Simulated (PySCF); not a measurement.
C11H7NS2, SMILES c1cncc(-c2cc3sccc3s2)c1 at its GFN2-xTB optimised geometry (Å):

```
21

C     -3.2514     1.7654     0.0000
C     -4.1909     0.7443     0.0000
N     -3.8592    -0.5363     0.0000
C     -2.5838    -0.8592     0.0000
C     -1.5415     0.0785     0.0000
C     -0.1539    -0.3215     0.0000
C      0.3663    -1.5896     0.0000
C      1.7692    -1.5821     0.0000
S      2.9976    -2.7992     0.0000
C      4.2256    -1.5779     0.0000
C      3.7400    -0.3099     0.0000
C      2.3312    -0.3099     0.0000
S      1.1090     0.9049     0.0000
C     -1.9124     1.4263     0.0000
H     -3.5603     2.7992     0.0000
H     -5.2521     0.9534     0.0000
H     -2.3784    -1.9206     0.0000
H     -0.2240    -2.4864     0.0000
H      5.2521    -1.8867     0.0000
H      4.3499     0.5743     0.0000
H     -1.1489     2.1922     0.0000
```

Computed with PBE/def2-SVP (PySCF). Cells within 0.4 Å of a nucleus heavier than hydrogen are left out (blank, or x).

Map of the HOMO−1 amplitude (bohr^(-3/2)), clipped to [-0.25, 0.25] on the plane z = 0.0 Å; orbital energy -5.63 eV, overall sign arbitrary:

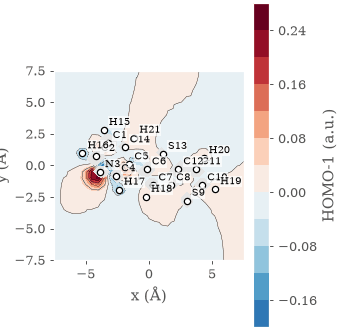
Fig. 1. HOMO−1 amplitude (bohr^(-3/2)), clipped to [-0.25, 0.25] on the plane z = 0.0 Å.
